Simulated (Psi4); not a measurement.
# C2H3F3 (1,1,1-trifluoroethane): HF/STO-3G

Aim: the energy change on altering one bond length of C2H3F3 (1,1,1-trifluoroethane) at HF/STO-3G, from 2 runs. 

Program for the calculation: Psi4 1.11.

3 further runs of the same task are left out: 2 that didn't finish, 1 set aside as unsound or not needed.

## (1) The system as given

The species is C2H3F3 (8 atoms), meant as a singlet with charge 0. As SMILES, `CC(F)(F)F`. The coordinates come from a PBE0-D4/def2-TZVP relaxation.

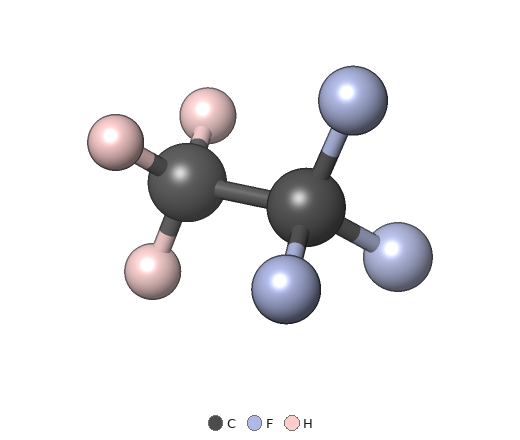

Viewed from a chosen angle; carbon dark grey, fluorine light blue, hydrogen pink.

## (2) The energy at HF/STO-3G

job.json

```json
{
 "schema_name": "qcschema_input",
 "schema_version": 1,
 "molecule": {
  "schema_name": "qcschema_molecule",
  "schema_version": 2,
  "symbols": ["C", "C", "F", "F", "F", "H", "H", "H"],
  "geometry": [-1.16293746, -0.26739625, 0.89100587, 1.05371129, 0.2076809, -0.80067696, 3.19892838, -0.72187538, 0.17744528, 0.74681976, -0.86587251, -3.07590721, 1.42523144, 2.68397801, -1.19033849, -0.83450306, 0.63457003, 2.71156802, -1.39461788, -2.29526135, 1.15500061, -2.85839974, 0.5160842, 0.02645617],
  "molecular_charge": 0,
  "molecular_multiplicity": 1,
  "fix_symmetry": "c1",
  "fix_com": true,
  "fix_orientation": true
 },
 "driver": "energy",
 "model": {
  "method": "scf",
  "basis": "STO-3G"
 },
 "keywords": {
  "puream": true,
  "e_convergence": 1e-09,
  "d_convergence": 1e-08,
  "scf_type": "pk"
 }
}
```

The run is started by

```sh
$ psi4 --qcschema job.json -n 1 --memory 1600MB
```

stdout, shortened:

```text
[...]
  Running in c1 symmetry.
[...]
  Nuclear repulsion =  202.116393240640150
[...]
  Multiplicity = 1
[...]
  Nalpha       = 21
  Nbeta        = 21
[...]
    Number of basis functions: 28
[...]
   @RHF iter   1:  -370.49774564653268   -2.38506e+00   1.83689e-02 DIIS/ADIIS
[...]
   @RHF iter  10:  -370.68434830387361   -7.95808e-13   2.54058e-09 DIIS
[...]
    Orbital Energies [Eh]
    ---------------------
    Doubly Occupied:
       1A    -25.956908     2A    -25.956678     3A    -25.956635
       4A    -11.275209     5A    -11.074055     6A     -1.607659
       7A     -1.501717     8A     -1.501665     9A     -1.003983
      10A     -0.790300    11A     -0.671072    12A     -0.671071
      13A     -0.665730    14A     -0.552809    15A     -0.552797
      16A     -0.500041    17A     -0.500014    18A     -0.473513
      19A     -0.456953    20A     -0.456931    21A     -0.414835
[...]
  @RHF Final Energy:  -370.68434830387361
   => Energetics <=
    Nuclear Repulsion Energy =            202.1163932406401500
    One-Electron Energy =                -920.5203338896204741
    Two-Electron Energy =                 347.7195923451067188
    Total Energy =                       -370.6843483038736053
[...]
 Multipole Moments:
 ------------------------------------------------------------------------------------
     Multipole            Electronic (a.u.)      Nuclear  (a.u.)        Total (a.u.)
 ------------------------------------------------------------------------------------
 L = 1.  Multiply by 2.5417464519 to convert [e a0] to [Debye]
 Dipole X            :        -43.0821638           42.5959385           -0.4862253
 Dipole Y            :         -8.4672247            8.3631719           -0.1040528
 Dipole Z            :         32.7353640          -32.3642055            0.3711584
 Magnitude           :                                                    0.6204842
[...]
```

The result, in JSON:

```text
{
 "driver": "energy",
 "model": {
  "method": "scf",
  "basis": "STO-3G"
 },
 "success": true,
 "return_result": -370.6843483038736,
 "properties": {
  "calcinfo_nbasis": 28,
  "calcinfo_nmo": 28,
  "calcinfo_nalpha": 21,
  "calcinfo_nbeta": 21,
  "calcinfo_natom": 8,
  "nuclear_repulsion_energy": 202.11639324064015,
  "return_energy": -370.6843483038736,
  "scf_one_electron_energy": -920.5203338896205,
  "scf_two_electron_energy": 347.7195923451067,
  "scf_dipole_moment": [-0.4862252548315311, -0.10405284758695998, 0.371158444097766],
  "scf_total_energy": -370.6843483038736,
  "scf_iterations": 10
 }
}
```

It took 3.6 s on 1 thread of Intel Xeon at 2.70GHz, shared host; peak memory 0.18 GiB.

## (3) The distorted shape: energy and forces at HF/STO-3G

job.in

```
memory 1600 MB

molecule {
  C     -2.27133364    -0.50494994     1.73690208
  C      1.05371129     0.20768090    -0.80067696
  F      3.19892838    -0.72187538     0.17744528
  F      0.74681976    -0.86587251    -3.07590721
  F      1.42523144     2.68397801    -1.19033849
  H     -1.94289924     0.39701634     3.55746423
  H     -2.50301406    -2.53281504     2.00089682
  H     -3.96679592     0.27853051     0.87235238
  units bohr
  symmetry c1
  no_reorient
  no_com
}

set globals {
  puream true
  e_convergence 1e-09
  d_convergence 1e-08
  scf_type pk
}

result, w = gradient("scf/STO-3G", return_wfn=True)
```

The run is started by

```sh
$ psi4 -i job.in -o job.out -n 1
```

job.out:

```text
[...]
  Running in c1 symmetry.
[...]
  Nuclear repulsion =  185.865489381038003
[...]
  Multiplicity = 1
[...]
  Nalpha       = 21
  Nbeta        = 21
[...]
    Number of basis functions: 28
[...]
   @RHF iter   1:  -370.34151435995227   -2.62085e+00   1.92720e-02 ADIIS/DIIS
[...]
   @RHF iter  10:  -370.55215936926442   -2.84217e-12   5.48553e-09 DIIS
[...]
    Orbital Energies [Eh]
    ---------------------
    Doubly Occupied:
       1A    -25.981147     2A    -25.980924     3A    -25.980879
       4A    -11.257650     5A    -11.055309     6A     -1.613638
       7A     -1.511430     8A     -1.511377     9A     -0.897868
      10A     -0.805165    11A     -0.658454    12A     -0.658450
      13A     -0.639902    14A     -0.537473    15A     -0.537453
      16A     -0.513509    17A     -0.513485    18A     -0.487149
      19A     -0.472054    20A     -0.472032    21A     -0.300634
[...]
  @RHF Final Energy:  -370.55215936926442
   => Energetics <=
    Nuclear Repulsion Energy =            185.8654893810380031
    One-Electron Energy =                -888.0633338687071046
    Two-Electron Energy =                 331.6456851184046286
    Total Energy =                       -370.5521593692644160
[...]
 Multipole Moments:
 ------------------------------------------------------------------------------------
     Multipole            Electronic (a.u.)      Nuclear  (a.u.)        Total (a.u.)
 ------------------------------------------------------------------------------------
 L = 1.  Multiply by 2.5417464519 to convert [e a0] to [Debye]
 Dipole X            :        -33.0372933           32.6203729           -0.4169204
 Dipole Y            :         -6.3143897            6.2251887           -0.0892011
 Dipole Z            :         25.0694117          -24.7511396            0.3182721
 Magnitude           :                                                    0.5320494
[...]
  -Total Gradient:
     Atom            X                  Y                   Z
    ------   -----------------  -----------------  -----------------
       1       -0.085760043672    -0.018423241818     0.065458925627
       2        0.094286387887     0.020328162975    -0.071887173599
       3       -0.014339234754     0.015548428494    -0.024114535321
       4        0.018518866016     0.017450086133     0.019434512458
       5        0.009425007951    -0.030199622368    -0.005769042237
       6       -0.008342119962    -0.002711511028     0.004040138489
       7       -0.007714300184     0.000593089849     0.005780460026
       8       -0.006074563285    -0.002585392238     0.007056714557
[...]
```

Run time: 4.2 s. Hardware: 1 thread of Intel Xeon at 2.70GHz, shared host; peak memory 0.18 GiB.

## (4) Outcome

Level: HF/STO-3G.

```
                                                         quantity          value
                                        first shape: total energy  -370.68435 Eh
                                       first shape: dipole moment         1.58 D
                                         first shape: HOMO energy      -11.29 eV
                                         first shape: LUMO energy       15.13 eV
                                       first shape: HOMO–LUMO gap       26.42 eV
                                    distorted shape: total energy  -370.55216 Eh
                                   distorted shape: dipole moment         1.35 D
                                     distorted shape: HOMO energy       -8.18 eV
                                     distorted shape: LUMO energy        5.86 eV
                                   distorted shape: HOMO–LUMO gap       14.04 eV
                        distorted shape: largest force on an atom     6.186 eV/Å
energy change with the C1–C2 bond stretched from 1.497 to 2.245 Å       3.597 eV
```

**Reading.** With the C1–C2 bond stretched from 1.497 to 2.245 Å the energy rises by 3.60 eV (83 kcal/mol). The first shape isn't relaxed at this level, so the change isn't measured from a minimum. The minimal basis adds a large error of its own.
